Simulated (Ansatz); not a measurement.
# Two structures of TaN: comparison of enthalpies under pressure, by script

At what pressure does TaN change structure? Wanted for two structures of TaN: a comparison of enthalpies under pressure.

Computed with Ansatz 0.2.0 through its Python package. Level of theory: DFT PBEsol, plane waves, PAW.

## Step 1: The structure

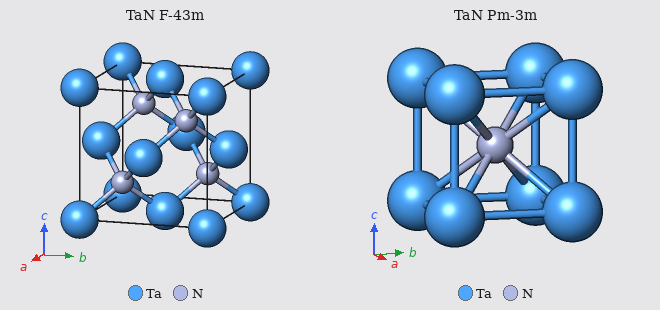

The starting structures, one conventional cell each, each at its own scale.

No structure file is read: the coordinates are typed or built in the script.

## Step 2: Script

The input, tan_transition.py:

```python
# -*- coding: utf-8 -*-
"""Pressure at which two phases of TaN cross."""

import logging
import sys
import warnings

import ansatz as az
import numpy as np
import pandas as pd

logging.basicConfig(stream=sys.stdout, format="[%(levelname)s] %(message)s")
logger = logging.getLogger("tan")
logger.setLevel(logging.INFO)


def zincblende(a_site, b_site, a):
    return (
        az.Lattice.fcc(a)
        .space_group(216)
        .atom(a_site, (0, 0, 0))
        .atom(b_site, (0.25, 0.25, 0.25))
        .primitive()
    )


def cscl(A, B, a):
    return (
        az.Lattice.cubic(a)
        .space_group(221)
        .atom(A, (0, 0, 0))
        .atom(B, (0.5, 0.5, 0.5))
    )


def solve(name, crystal, pressure=0.0):
    calc = (
        crystal.calculation()
        .functional("pbesol")
        .basis(450)
        .kpoints(spacing=0.27)
        .occupations("fermi_dirac", width=0.05)
    )
    calc = calc.relax(force_tolerance=0.01, max_steps=60, cell=True, pressure=pressure)
    return calc.run(threads=1, pin="off")


def volume_per_atom(outcome):
    return abs(np.linalg.det(outcome.lattice.cell_ang)) / len(outcome.lattice.sites)

warnings.simplefilter("ignore", az.DeckWarning)

phases = {}
phases["zincblende"] = zincblende("Ta", "N", 4.66)
phases["CsCl"] = cscl("Ta", "N", 2.68)

# H = E + PV, with 1 eV per cubic angstrom equal to 160.2 GPa
pressures = [0, 10, 20, 30]
enthalpy, volume = {name: [] for name in phases}, {name: [] for name in phases}
for p in pressures:
    for name, crystal in phases.items():
        o = solve(name, crystal, pressure=p)
        volume[name].append(volume_per_atom(o))
        enthalpy[name].append(o.report["energy_sigma0_ev"] / len(o.lattice.sites) + p * volume[name][-1] / 160.21766)
gap = np.array(enthalpy["CsCl"]) - np.array(enthalpy["zincblende"])
rows = [(p, va, vb, 1000 * d) for p, va, vb, d in zip(pressures, volume["zincblende"], volume["CsCl"], gap)]
print(pd.DataFrame(rows, columns=["P (GPa)", "V zincblende (A^3/atom)", "V CsCl (A^3/atom)", "H(CsCl) - H(zincblende) (meV/atom)"]).round(4).to_string(index=False))
crossings = [p0 - g0 * (p1 - p0) / (g1 - g0) for p0, p1, g0, g1 in zip(pressures, pressures[1:], gap, gap[1:]) if g0 * g1 < 0]
print("crossing near", [round(float(p), 1) for p in crossings], "GPa") if crossings else print("no crossing in this range")
```

## Step 3: The calls as engine input

The package turns the script's settings into the engine's input (first run):

```yaml
crystal:
  lattice:
    bravais: fcc
    a: 4.66
  space_group: 216
  atoms:
    - { symbol: Ta, position: [0.0, 0.0, 0.0] }
    - { symbol: "N", position: [0.25, 0.25, 0.25] }
  reduce_to_primitive: true
basis:
  ecutwfc: 450.0
kpoints:
  mp_grid:
    kspacing: 0.27
hamiltonian:
  xc: pbesol
scf:
  occupations:
    method: fermi_dirac
    width: 0.05
relax:
  f_tol: 0.01
  max_steps: 60
  cell:
    p_target: 0.0
```

## Step 4: Running it

The run is started by

```bash
$ python tan_transition.py
```

What it wrote:

```text
 P (GPa)  V zincblende (A^3/atom)  V CsCl (A^3/atom)  H(CsCl) - H(zincblende) (meV/atom)
       0                  13.0979            10.0981                            250.5988
      10                  12.6437             9.8209                             69.0370
      20                  12.2623             9.5818                           -102.6254
      30                  11.9269             9.3684                           -266.0256
crossing near [14.0] GPa
```

It took 38 s on 1 thread of Arm Neoverse V2, shared host; peak memory 0.42 GiB.

## Step 5: Run by run

One row for each of the 8 runs:

```csv
run,space group at the end,pressure asked (GPa),energy from run 1 (meV/atom),final volume (Å³/atom),pressure (GPa),SCF cycles in all,CPU time (s)
1,F-43m,0,0.00,13.10,0.00,46,7.3
2,Pm-3m,0,250.60,10.10,0.00,45,4.1
3,F-43m,10,13.75,12.64,10.03,21,3.2
4,Pm-3m,10,258.98,9.82,10.05,32,2.8
5,F-43m,20,49.13,12.26,19.95,32,4.9
6,Pm-3m,20,281.12,9.58,19.98,26,2.2
7,F-43m,30,101.15,11.93,30.00,47,7.2
8,Pm-3m,30,314.18,9.37,30.00,45,4
```

Energies are extrapolated to zero smearing width, as in the script. 

Enthalpy H = E + pV of the second structure less the first:

```
pressure (GPa)  ΔH (meV/atom)
             0          250.6
            10           69.0
            20         -102.6
            30         -266.0
```

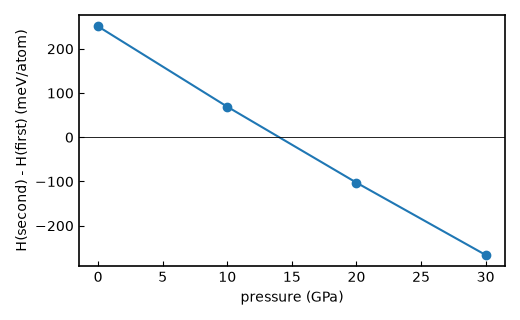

Enthalpy difference against pressure.

## Step 6: How the relaxation of run 6 went

Step by step:

| step | E - E(step 1) (eV/cell) | largest force component (eV/Å) | pressure (GPa) | volume (Å³) |
| --- | --- | --- | --- | --- |
| 1 | 0.0000 | 0.0000 | 18.12 | 19.25 |
| 2 | 0.0158 | 0.0000 | 21.00 | 19.12 |
| 3 | 0.0101 | 0.0000 | 19.99 | 19.16 |
| 4 | 0.0101 | 0.0000 | 19.98 | 19.16 |

Step 1 is the start.

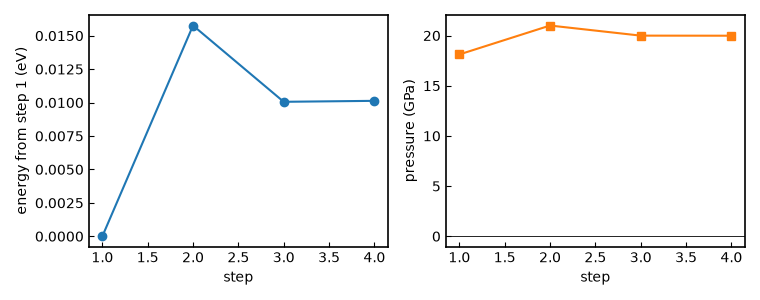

Energy and pressure along the relaxation.

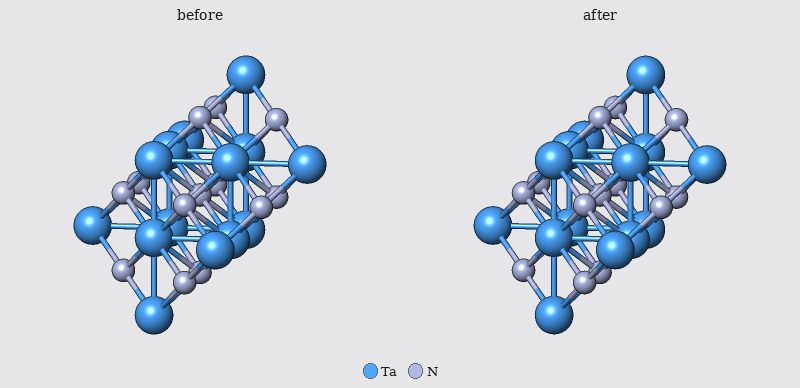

Before and after, at one scale. The change is too small to see at this scale.

«Before» is this run's own start, a guessed cell, not the cell at zero pressure.

|  | before | after | change |
| --- | --- | --- | --- |
| a (Å) | 2.680 | 2.676 | -0.1 % |
| b (Å) | 2.680 | 2.676 | -0.1 % |
| c (Å) | 2.680 | 2.676 | -0.1 % |
| volume (Å³/atom) | 9.62 | 9.58 | -0.4 % |
| shortest distance (Å) | 2.321 | 2.318 | -0.1 % |
| space group (0.01 Å) | Pm-3m | Pm-3m | same |

Forces and stress were held to the start's 48 operations: a distortion of lower symmetry was not tested.

Under a set pressure the enthalpy E + pV is minimised, so E itself may rise.

## Step 7: How the relaxation of run 7 went

The steps of the relaxation:

```
step  energy from step 1 (eV/cell)  largest force component (eV/Å)  pressure (GPa)  volume (Å³)
   1                        0.0000                          0.0000            9.89        25.30
   2                        0.3153                          0.0000           40.98        23.22
   3                        0.1642                          0.0000           29.16        23.91
   4                        0.1736                          0.0000           29.97        23.86
   5                        0.1744                          0.0000           29.89        23.86
   6                        0.1756                          0.0000           30.00        23.85
   7                        0.1756                          0.0000           30.00        23.85
```

Step 1 is the start.

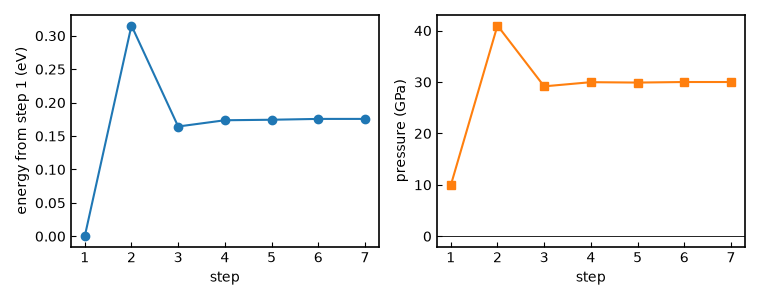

Energy and pressure along the relaxation.

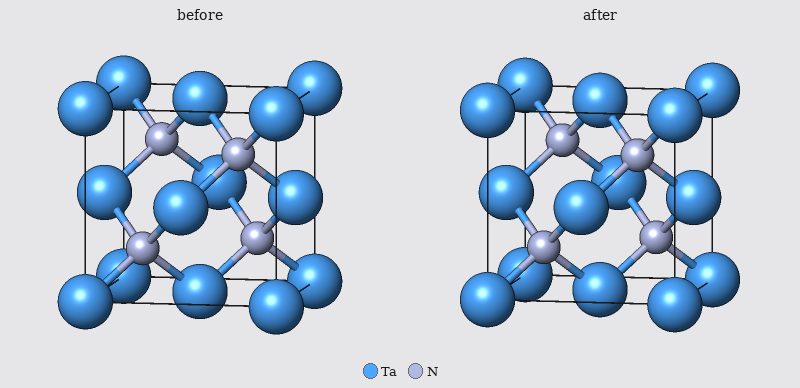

Before and after, at one scale. The change is too small to see at this scale.

Lengths and angles in the start's conventional setting:

«Before» is this run's own start, a guessed cell, not the cell at zero pressure.

|  | before | after | change |
| --- | --- | --- | --- |
| a (Å) | 4.660 | 4.570 | -1.9 % |
| b (Å) | 4.660 | 4.570 | -1.9 % |
| c (Å) | 4.660 | 4.570 | -1.9 % |
| volume (Å³/atom) | 12.65 | 11.93 | -5.7 % |
| shortest distance (Å) | 2.018 | 1.979 | -1.9 % |
| space group (0.01 Å) | F-43m | F-43m | same |

Forces and stress were held to the start's 24 operations: a distortion of lower symmetry was not tested.

Under a set pressure the enthalpy E + pV is minimised, so E itself may rise.

## Step 8: Outcome

| quantity | value |
| --- | --- |
| runs compared | 8 |
| crossing of the enthalpies | near 14 GPa |

In words: The order turns near 14 GPa, to Pm-3m, the denser one there. Temperature and kinetics are left out, and mesh and smearing can move the crossing. In run 6, over 2 moves the cell shrank by 0.4 % in volume under the 20 GPa asked, and the space group stayed Pm-3m. In run 7, the volume shrank by 5.7 % over 4 moves under the 30 GPa asked, and the space group stayed F-43m. Reading the output:
- Total energies depend on the potentials; only differences at equal settings carry meaning.
- Spin is left out of this run.
- At a fixed pressure a relaxation lowers the enthalpy F + PV, while F alone can rise.
- For the metals among these phases the mesh is modest: their energies are good to some meV an atom at best.
- Spin-orbit coupling, which matters for elements this heavy, is left out.
- Only these two structures are compared, at zero temperature and with their symmetry kept; either may be hypothetical, and another phase may be lower than both. Differences under a few tens of meV an atom lie within the error of mesh and functional.
- The cells are prototypes set up for this calculation and needn't exist.
